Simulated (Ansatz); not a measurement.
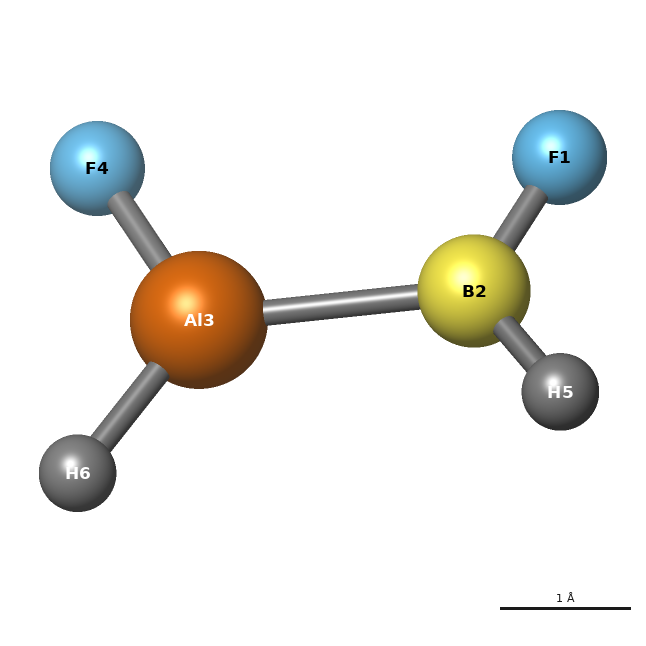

Atoms carry their numbers in the input. Computed geometry: PBE-D4/def2-SVP optimisation. No frequency run is at hand to confirm it as a minimum.

Question: What is the geometry at Al3?

Answer: Al3 has 3 neighbours (B2 at 2.17, F4 at 1.69, H6 at 1.60 Å); the arrangement is trigonal planar.

Question: How are the neighbours of atom 2 arranged?

Answer: B2 has 3 neighbours (F1 at 1.33, Al3 at 2.17, H5 at 1.23 Å); the arrangement is trigonal planar.

Question: What is the dihedral angle F1–B2–Al3–F4?

Answer: 1° in size, that is syn (eclipsed).
